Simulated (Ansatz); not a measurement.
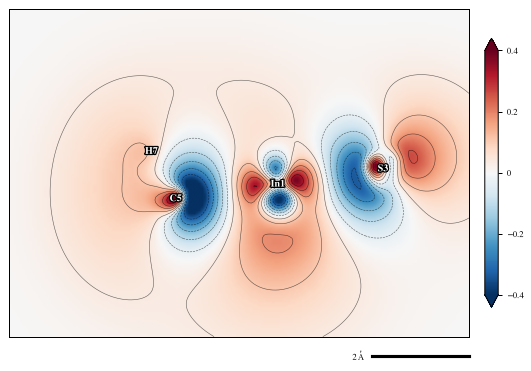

CH₃InS···H₂. The LUMO on the plane of atoms In1, C5 and H7 (values in Å⁻³ᐟ²; the overall sign is arbitrary).

The product side of a reaction path; geometry: PBE0-D4/def2-TZVP; core potentials replace the inner electrons of In.

All numbers below come from RKS PBE0-D4/def2-TZVPP in Ansatz 0.2.0.

```yaml
atoms:
  - { symbol: In, position_ang: [0.0194, -1.2638, -0.0585] }
  - { symbol: H, position_ang: [-0.5598, 1.4133, -2.0741] }
  - { symbol: S, position_ang: [-0.3005, -2.8686, -1.5070] }
  - { symbol: H, position_ang: [-0.6205, 0.7431, -2.4012] }
  - { symbol: C, position_ang: [0.3260, 0.2921, 1.3318] }
  - { symbol: H, position_ang: [-0.6103, 0.8283, 1.4859] }
  - { symbol: H, position_ang: [1.0781, 0.9789, 0.9434] }
  - { symbol: H, position_ang: [0.6676, -0.1233, 2.2797] }
```

Where does this orbital lie, and at what energy?

Answer. By Hirshfeld shares it lies mainly on In1 (about 50 %), S3 (about 20 %) and C5 (about 15 %). Its energy is −1.16 eV.
